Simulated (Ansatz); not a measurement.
## AlH₂BrF₂: single-point calculation

System: AlH₂BrF₂.
Method: RKS PBE0-D4/def2-TZVPP (Ansatz 0.2.0).

The geometry is a transition state. The reaction was set up to form Al1–H6 and Br2–H5 and to break Al1–Br2 and H5–H6 (atoms counted from 1 in the order of the input); sticks are drawn by distance alone. The geometry comes from this level: PBE0-D4/def2-TZVP.

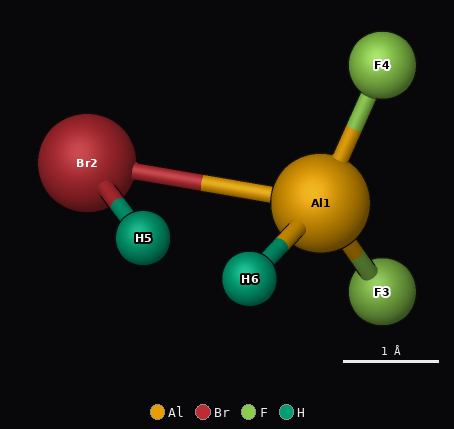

**Figure 1.** The structure as given in the input (ball-and-stick view, seen at a tilt; atoms are numbered from 1 in the order of the input). Sticks mark near contacts.

Key numbers:

| quantity | value |
| --- | --- |
| outcome | converged |
| total energy | −82099.9468 eV |
| mean-field energy | −82099.8512 eV |
| dispersion energy | −0.0957 eV |
| SCF solution under orbital rotations | stable |
| HOMO | −9.49 eV |
| LUMO | −1.49 eV |
| hardware | 4 threads of Arm Neoverse V1, 23 GiB of memory available, shared host |
| wall time | 1.6 s (CPU time 6.1 s) |
| peak memory | 0.44 GiB |

Input:
```yaml
crystal:
  periodic: [false, false, false]
  atoms:
    - {symbol: Al, position_ang: [-0.562601, -0.263578, 0.115873]}
    - {symbol: Br, position_ang: [2.003510, -0.151512, -0.051769]}
    - {symbol: F, position_ang: [-1.070773, -1.344864, -1.006055]}
    - {symbol: F, position_ang: [-0.933066, -0.448552, 1.701647]}
    - {symbol: H, position_ang: [0.942825, 0.937683, -0.358360]}
    - {symbol: H, position_ang: [-0.379896, 1.270822, -0.401335]}
basis:
  gaussian: {orbitals: def2-TZVPP}
hamiltonian: {xc: pbe0, dispersion: d4}
output: {orbitals: {seedname: orbitals}}
```

Launched with:
```bash
ansatz run in.yaml --threads 4 --pin off --events-out ev --progress --plain --max-ram 9574MiB
```

What the program printed:
```
Functional definition: PBE0
  name "PBE0"
  cite "Adamo & Barone, J. Chem. Phys. 110, 6158 (1999) doi:10.1063/1.478522"
  cite "Perdew, Burke & Ernzerhof, Phys. Rev. Lett. 77, 3865 (1996) doi:10.1103/PhysRevLett.77.3865"
  parent pbe
  parameter a = 0.25
  parameter kappa = 0.804
  parameter beta = 0.06672455060314922
  exchange = (1 - a)*pbe_x(kappa = kappa, mu = beta*pi^2/3) + a*exact_x
  correlation = pbe_c(beta = beta)
1143 factors; their error is unknown
mean field evaluation 1: about -82095.4443 eV, gradient 5.3e1 eV
mean field evaluation 2: about -82088.0094 eV, gradient 9.1e1 eV
mean field evaluation 4: about -82099.3808 eV, gradient 1.8e0 eV
mean field evaluation 8: about -82099.8511 eV, gradient 5.7e-2 eV
mean field -82099.85112641 eV, -3017.1138796177 hartree, gradient 3.7e-5 eV, S^2 0.000000; 0 other end points of the search recorded, 0 dependent functions left out
reference -82099.85115529 eV, -3017.1138806792 hartree; 34, 34 occupied and 146, 146 virtual orbitals, 1143 factors
Total energy: -82099.94684889 eV, -3017.1173973541 hartree
```

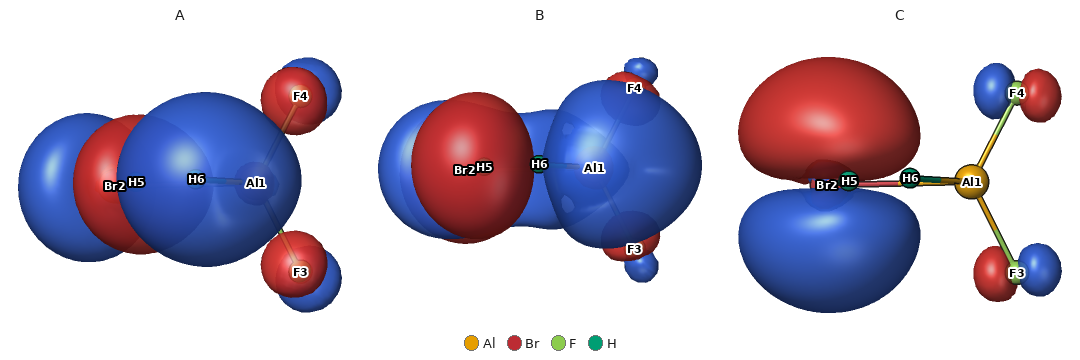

**Figure 2.** Three frontier orbitals at ±0.08 Å⁻³ᐟ² (red and blue are the two phases). C is the HOMO−1 (−9.79 eV). A is the HOMO (−9.49 eV). Its weight (Hirshfeld) is mainly on H6 (35 %), Br2 (30 %) and Al1 (20 %). B is the LUMO (−1.49 eV). Its weight (Hirshfeld) is mainly on Br2 (35 %), Al1 (30 %), H5 (20 %) and H6 (10 %). The HOMO–LUMO gap is 8.00 eV between the orbital energies.

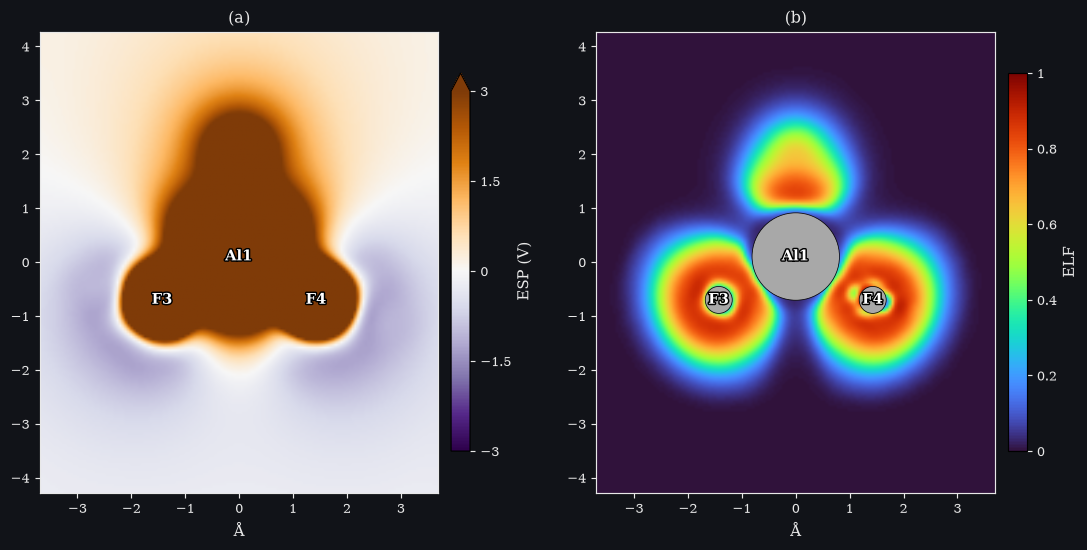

**Figure 3.** (a) molecular electrostatic potential; (b) electron localisation function on the plane of atoms F3, Al1 and F4. Grey discs, where drawn, cover atomic cores. Al–F (1.64 Å): the ELF peaks at about 0.85 in the valence shell of F, 0.6 Å from its nucleus, and is about 0.35 at the midpoint.

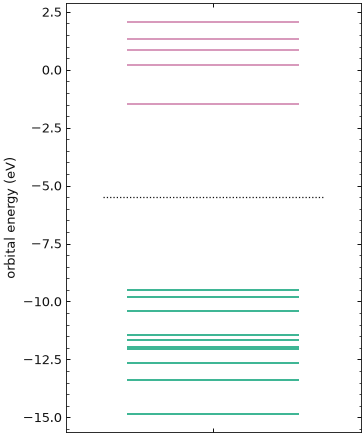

**Figure 4.** Orbital energies near the frontier; the dotted line parts filled from empty levels, and levels within 0.02 eV of each other stand side by side. Highest filled −9.49 eV, lowest empty −1.49 eV, 8.00 eV apart.
